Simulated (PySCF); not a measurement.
# C8H13BF2: the cost of one run

Computed with PySCF 2.14.0, with density-fitted response routines of our own, on a single molecule, in the gas phase or a continuum. Atoms count from 0, in the outputs and in this text.

## 1. The starting structure

24 atoms, charge 0, multiplicity 1; geometry from: GFN2-xTB. The atoms were then displaced at random by about 0.01 Å, so the start is not that level's minimum.

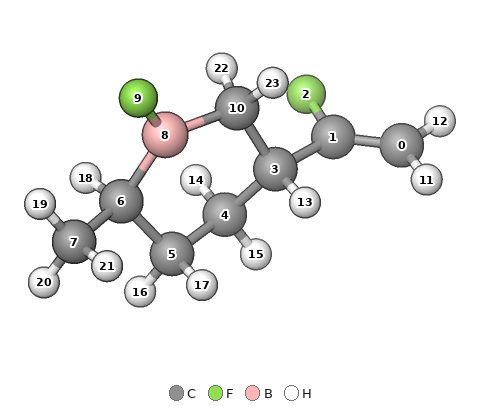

The starting geometry (carbon grey, fluorine green, boron pink, hydrogen white), atoms numbered.

## 2. Optimising the geometry at PBE0-D3(BJ)/def2-SVP

The job: settings as JSON, then the geometry in Å.

```
{"job": {"xc": "PBE0", "basis": "def2-SVP", "d3": "d3bj", "grid": 1, "shake": 0.01, "kind": "geom"}, "charge": 0, "multiplicity": 1}
C     -3.705620     0.246500    -0.014520
C     -2.612810    -0.384640    -0.270190
F     -2.699890    -1.629530    -0.807560
C     -1.165920     0.079730    -0.041790
C     -0.434020     0.105160    -1.377750
C      0.955970     0.717100    -1.192070
C      1.861660    -0.164000    -0.293460
C      3.200750     0.543560    -0.012140
B      1.072180    -0.657700     1.015890
F      1.742130    -1.016050     2.092490
C     -0.504280    -0.848240     0.982690
H     -3.699500     1.258830     0.410350
H     -4.715170    -0.152220    -0.237230
H     -1.256620     1.094190     0.376490
H     -0.351780    -0.913570    -1.760430
H     -0.995930     0.722330    -2.080410
H      1.430980     0.850060    -2.170300
H      0.857240     1.710000    -0.734630
H      2.082570    -1.081390    -0.862090
H      3.797220    -0.088310     0.609930
H      3.691450     0.767360    -0.943850
H      3.023490     1.449870     0.518670
H     -0.688550    -1.872130     0.664320
H     -0.949820    -0.717310     1.955280
```

Run with:

```
$ OMP_NUM_THREADS=1 python probes_run.py task.json out
```

This one command runs all jobs of the session in turn.

Q: Estimate the wall time and peak memory of this first job on 1 thread of Arm Neoverse V2, shared host.

About 4.9 min, with a peak of 1 GiB.
